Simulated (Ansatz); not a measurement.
## Electronic structure of FH5Si2···H2 in real space

Input

```
crystal:
  periodic: [false, false, false]
  atoms:
    - { symbol: Si, position_ang: [-0.183002, -1.040453, -0.282899] }
    - { symbol: F, position_ang: [1.401026, -1.321403, -0.555546] }
    - { symbol: H, position_ang: [-0.915977, -1.798746, -1.314735] }
    - { symbol: H, position_ang: [-0.539987, -1.590626, 1.03337] }
    - { symbol: Si, position_ang: [-0.672064, 1.267229, -0.483304] }
    - { symbol: H, position_ang: [1.908235, -0.486917, 1.402895] }
    - { symbol: H, position_ang: [1.395548, -0.283913, 1.814736] }
    - { symbol: H, position_ang: [-0.033892, 2.07105, 0.576715] }
    - { symbol: H, position_ang: [-0.220542, 1.754841, -1.802116] }
    - { symbol: H, position_ang: [-2.139345, 1.428838, -0.389017] }
basis:
  gaussian: { orbitals: def2-TZVP }
hamiltonian:
  xc: hf
relax:
  f_tol: 0.03
  max_steps: 50
output:
  orbitals: {}
```

Command:

```sh
ansatz run input.yaml --threads 4 --pin off --max-ram 5120MiB --backend cpu --events-out ev --progress --plain --runs-dir out
```

The fields are those of the run's last geometry, not of the input's.

Theory: RHF/def2-TZVP (Ansatz 0.2.0).

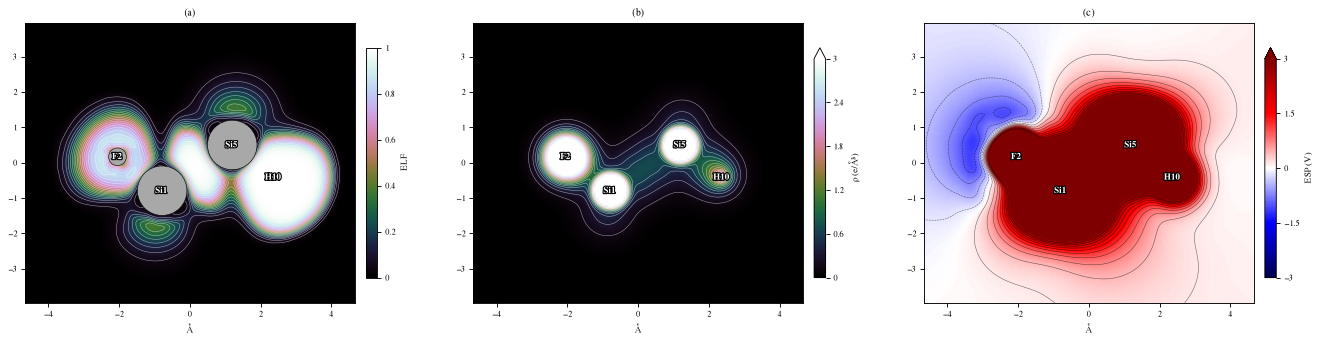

Figure 1. (a) electron localisation function; (b) electron density; (c) electrostatic potential on the plane of atoms Si1, Si5 and H10. Grey discs cover the atomic cores in the ELF map.

### Read the bonding off the picture.

The plane passes through Si, F and H nuclei. Si–F (1.59 Å): ρ is about 1.2 e/Å³ halfway; the ELF peaks at about 0.85 in the valence shell of F, 0.6 Å from its nucleus, and is about 0.60 at the midpoint. Si–Si (2.37 Å): ρ at the midpoint is about 0.69 e/Å³; the ELF peaks at about 1 between the atoms (a shared electron pair). Si–H (1.48 Å): ρ at the midpoint is about 0.81 e/Å³; the ELF climbs to about 1 towards the hydrogen, as it does in any bond to H. The ELF also peaks beside F2, away from the bonds: lone-pair regions. Outside the dense part of the complex the potential is most negative (−1.2 V) near F2.

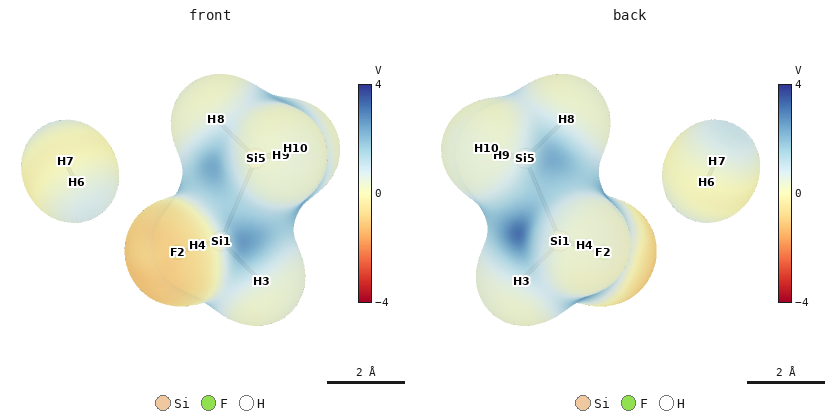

Figure 2. The molecular electrostatic potential painted on the density surface at 0.004 e/bohr³, seen from the front and from behind; the colour scale runs from red (negative) to blue (positive).

### Where is the surface potential most negative and most positive?

The most negative region (about −1.1 V) lies over F2, the most positive (about +2.8 V) over Si1.

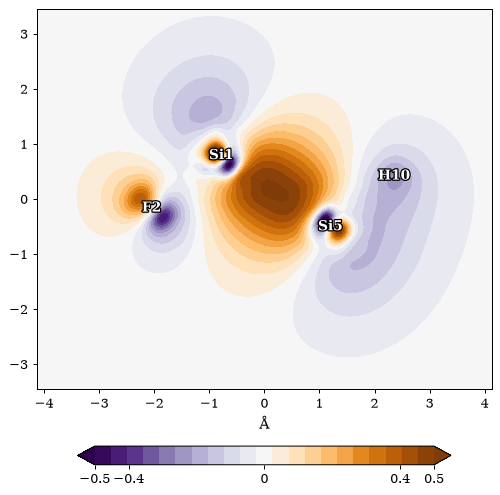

Figure 3. The HOMO on the plane of atoms F2, Si1 and Si5 (values in Å⁻³ᐟ²; the overall sign is arbitrary).

### Where does this orbital lie, and at what energy?

Its weight (Hirshfeld) is mainly on Si5 (about 35 %) and Si1 (about 35 %). Its energy is −11.14 eV.
